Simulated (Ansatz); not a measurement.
Given this structure:

```cif
data_structure
_symmetry_space_group_name_H-M 'P 1'
_symmetry_Int_Tables_number 1
_cell_length_a 5.4437
_cell_length_b 5.4437
_cell_length_c 5.4437
_cell_angle_alpha 90.000
_cell_angle_beta 90.000
_cell_angle_gamma 90.000
_cell_volume 161.32
loop_
_atom_site_label
_atom_site_type_symbol
_atom_site_fract_x
_atom_site_fract_y
_atom_site_fract_z
_atom_site_occupancy
Si1 Si 0.25000 0.25000 0.25000 1
Si2 Si 0.50000 0.00000 0.50000 1
Si3 Si 0.25000 0.75000 0.75000 1
Si4 Si 0.50000 0.50000 0.00000 1
Si5 Si 0.75000 0.25000 0.75000 1
Si6 Si 0.00000 0.00000 0.00000 1
Si7 Si 0.75000 0.75000 0.25000 1
Si8 Si 0.00000 0.50000 0.50000 1
```

> What crystal do these data define?

The element is silicon. The space group is Fd-3m (No. 227); the lattice is face-centred cubic. Its structure type: diamond. The cell holds eight atoms. The neighbours of Si are four Si in a tetrahedral arrangement at 2.36 Å. The bonds build a three-dimensional framework.

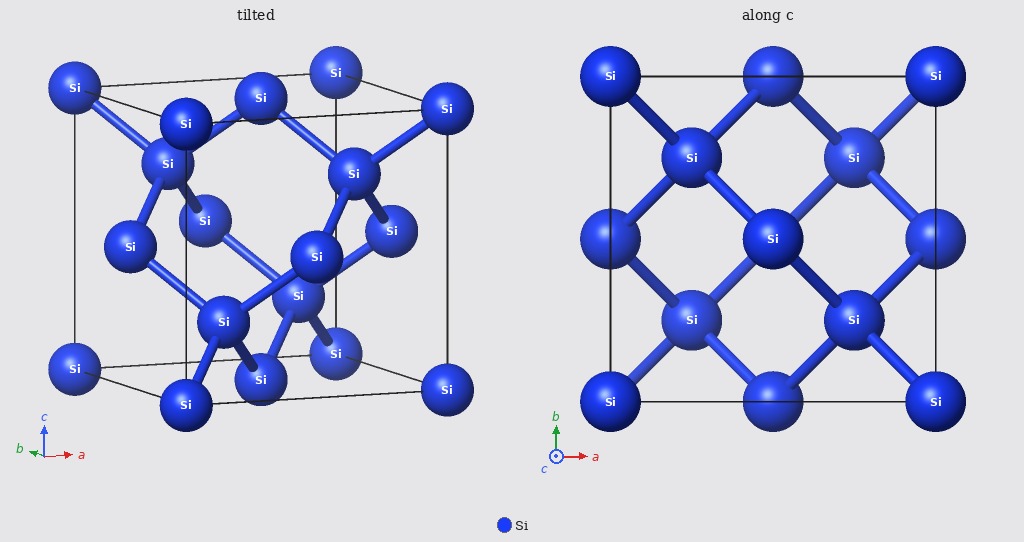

Ball-and-stick representation of a periodic structure, projected slightly off an axis and along the c axis. The frame is the conventional unit cell; atoms at its boundary are shown with their periodic copies. Colours: silicon blue.

It goes back to a structure listed in the Materials Project. Earlier steps of the study may have refined or changed the cell and positions. A calculation with Ansatz used it as input.
